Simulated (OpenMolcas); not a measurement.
# Cu⁴⁺ among point charges: CASSCF and CASPT2 levels and susceptibility

Aim: the splitting of the states of Cu⁴⁺ in the field of 6 point charges, its lowest levels with spin-orbit coupling and its magnetic susceptibility.

Method: state-averaged CASSCF and CASPT2, spin-orbit coupling by RASSI with atomic mean-field integrals. Code: OpenMolcas 26.06.

### Step 1. The atom as given

| Quantity | Value |
| --- | --- |
| Species | Cu⁴⁺ (copper, Z = 29, 25 electrons) |
| Basis | ANO-RCC-VDZP [5s4p2d1f], 34 functions |
| Scalar Hamiltonian | DKH2, point nucleus |
| Inactive shells | 1s 2s 2p 3s 3p |
| Active space | 7 electrons in 5 orbitals (3d) |
| Some configurations of this space | 3d7 |
| Orbitals | optimised for each spin and parity, averaged over all roots |

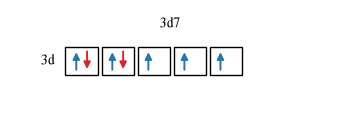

Occupation of the outer shells (arrows by Hund's rule).

The ion sits among 6 point charges of -2.2 e arranged as a tetragonal octahedron (D4h), 2.07 Å from the ion, with the axial distance 2.422 Å.

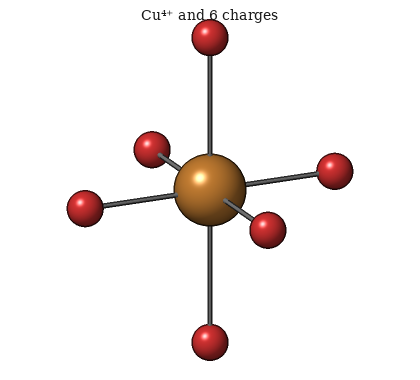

The ion and the point charges (red).

The work runs as a chain of OpenMolcas steps in one folder; each step below is one input file. Labels, J, g values, rates, χT and fits are worked out afterwards by a script from the matrices that RASSI stores. The input lists half of the charges; inversion (Group=XYZ) makes the rest.

### Step 2. GATEWAY and SEWARD: basis and integrals

a.inp

```
&GATEWAY
Coord
1

Cu 0.0 0.0 0.0
Basis=ANO-RCC-VDZP
Group=XYZ
NoMove
AngMom=0.0 0.0 0.0
AMFI
XField
3 Angstrom 0
2.070000 0.000000 0.000000 -2.200000
0.000000 2.070000 0.000000 -2.200000
0.000000 0.000000 2.421900 -2.200000
&SEWARD
```

### Step 3. Reference wave functions, quartets of even parity, 10 roots

a.inp

```
&RASSCF
FileOrb=start.orb
Symmetry=1
Spin=4
nActEl=7 0 0
Inactive=3 6
Ras2=5 0
CIRoot=10 10 1
SDav=10
CIMx=300
Iter=120 100
PrWF=0.3
OrbListing=Nothing
MaxOrb=0
>>> COPY $Project.JobIph JOB001
```

start.orb holds the contracted functions of the basis, ordered by shell, or the orbitals of the step before.

### Step 4. CASSCF: doublets of even parity, 40 roots

a.inp

```
&RASSCF
FileOrb=start.orb
Symmetry=1
Spin=2
nActEl=7 0 0
Inactive=3 6
Ras2=5 0
CIRoot=40 40 1
SDav=40
CIMx=300
Iter=120 100
PrWF=0.3
OrbListing=Nothing
MaxOrb=0
>>> COPY $Project.JobIph JOB002
```

### Step 5. State interaction with spin-orbit coupling

a.inp

```
&RASSI
NrOfJobIphs=2 10 40
1 2 3 4 5 6 7 8 9 10
1 2 3 4 5 6 7 8 9 10 11 12 13 14 15 16 17 18 19 20 21 22 23 24 25 26 27
28 29 30 31 32 33 34 35 36 37 38 39 40
IphNames
JOB001
JOB002
EJob
SpinOrbit
DIPRint=1.0
SOCoupling=1000.0
Subsets=2
Property=9
'ANGMOM' 1 'ANGMOM' 2 'ANGMOM' 3 'MLTPL  1' 1 'MLTPL  1' 2 'MLTPL  1' 3
'AMFI' 1 'AMFI' 2 'AMFI' 3
SOProperty=3
'ANGMOM' 1 'ANGMOM' 2 'ANGMOM' 3
```

### Step 6. CASPT2: IPEA 0.25, imaginary shift 0.1 (closed shells correlated: 3s 3p)

a.inp

```
>>> COPY JOB001 $Project.JobIph
&CASPT2
Multistate=10 1 2 3 4 5 6 7 8 9 10
NoMult
Frozen=2 3
IPEA=0.25
Imaginary=0.1
MaxIter=60
WThr=0.0 0.3 0.05
PrWF=0.5
NoMix
>>> COPY JOB002 $Project.JobIph
&CASPT2
Multistate=40 1 2 3 4 5 6 7 8 9 10 11 12 13 14 15 16 17 18 19 20 21 22
23 24 25 26 27 28 29 30 31 32 33 34 35 36 37 38 39 40
NoMult
Frozen=2 3
IPEA=0.25
Imaginary=0.1
MaxIter=60
WThr=0.0 0.3 0.05
PrWF=0.5
NoMix
```

(Steps that only read results are left out.)

Q: Predict the outcome of this session. Wanted: spin-free ground state; first state of the same spin within the active space; lowest level; next level.

**Answer**, as computed:

| quantity | value |
| --- | --- |
| method | SS-CASPT2, IPEA 0.25, imaginary shift 0.1 (closed shells correlated: 3s 3p) |
| spin-free ground state | 4A2, 1-fold in its orbital part |
| first state of the same spin within the active space | 4E at 967 cm⁻¹ |
| lowest level | 2-fold E1/2, g = 1.71, 6.47, 6.47 |
| next level | 310.7 cm⁻¹ |
| χT at 300 K | 4.58 cm³ K/mol |
| effective moment at 300 K | 6.05 μB |

Cost by method:

```
                                              method  time of its own steps  time with the reference
                                           A. CASSCF                   14 s                     14 s
B. SS-CASPT2, IPEA 0.25, imaginary shift 0.1, +3s 3p                    3 s                     17 s
```

Times are of one thread on a shared host.

**Reading.** The spin-free ground state (4A2) comes to 99 % from free-ion F terms and keeps the highest spin of the shell. χT at 300 K is 4.58, against 1.88 cm³ K/mol for the spin alone, so orbital moment adds to it. An active space of the d shell alone favours high spin; real ions in strong fields can be low spin. The field of point charges can differ much from that of real complexes. With metal d orbitals alone active, the gaps between spin states are rough; where two lie within a few thousand cm-1, their order is open. Point charges carry no covalency, so the field is a model and not that of real ligands.
